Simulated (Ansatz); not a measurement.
**Fields on a plane of ZnCu2SnS4 (kesterite type, space group I-4)**

```
ZnCu2SnS4
1.0
   -2.73416     2.73416     5.46742
    2.73416    -2.73416     5.46742
    2.73416     2.73416    -5.46742
Cu Zn Sn S
2 1 1 4
Direct
  0.00000   0.00000   0.00000
  0.75000   0.25000   0.50000
  0.25000   0.75000   0.50000
  0.50000   0.50000   0.00000
  0.63688   0.62894   0.52462
  0.10432   0.11226   0.47538
  0.37106   0.89568   0.00794
  0.88774   0.36312   0.99206
```

The slice is a (1 0 -1) plane (indices of the conventional cell) through the point (0.500, 0.500, 0.000) (fractional), spanned by u = [101] and v = [121] in vectors of this cell: u (5.47 Å) and v (12.23 Å, at 90° to u). It covers one period; positions are fractions (u, v).

Atoms on it: Sn at (0.00, 0.00); Sn at (0.50, 0.50). Other atoms lie within 1 Å of the plane.

Computed with PBE (plane waves to 420 eV, PAW, scalar-relativistic; Ansatz, a quantum-chemistry and plane-wave program). k mesh 9×9×9. These are valence fields of a PAW run, semicore shells included where kept as valence: close to a nucleus they are smooth pseudo fields. At this level the bands of ZnCu2SnS4 touch or barely overlap; measurements give the solid a gap. ZnCu2SnS4 is run without spin polarisation. ZnCu2SnS4 was relaxed with its symmetry unable to fall.

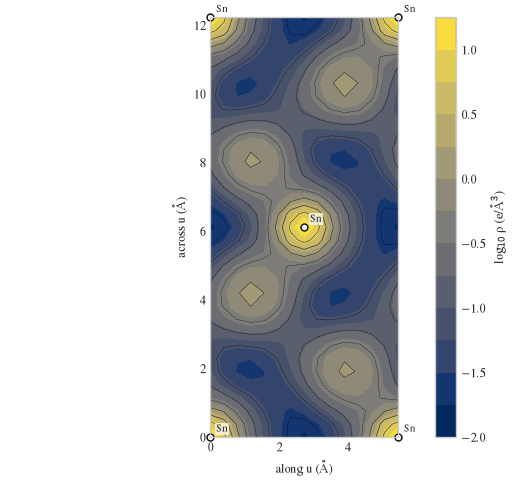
*Log₁₀ of the valence density in e/Å³, one period of the plane, atoms marked. The scale is logarithmic, as a density can span decades between atoms and voids.*

```
v \ u  0.00  0.14   0.29  0.43  0.57   0.71  0.86
-----  ----  ----  -----  ----  ----  -----  ----
0.88    3.4   4.9    6.7   6.6   2.7      x     x
0.75    4.5   4.9    5.5   5.8   5.5    5.2   5.4
0.62    5.4     x      x   2.5   4.0    5.8   6.2
0.50    7.4   6.3  <-1.0     x     x  <-1.0   6.3
0.38    5.8     x      x   2.6   3.9    6.0   6.8
0.25    5.5   5.4    5.3   5.0   4.7    5.0   5.9
0.12    3.5   4.9    6.2   5.9   3.3      x     x
0.00      x     x    3.9   7.2   7.2    3.9     x
```

Values: electrostatic potential energy of an electron, from the cell's mean, in eV. Points within 1 Å of a nucleus are blanked (x), as the pseudised field means little there. Values under -1 eV are set to -1. The zero, the cell's mean, hangs on the PAW cores.
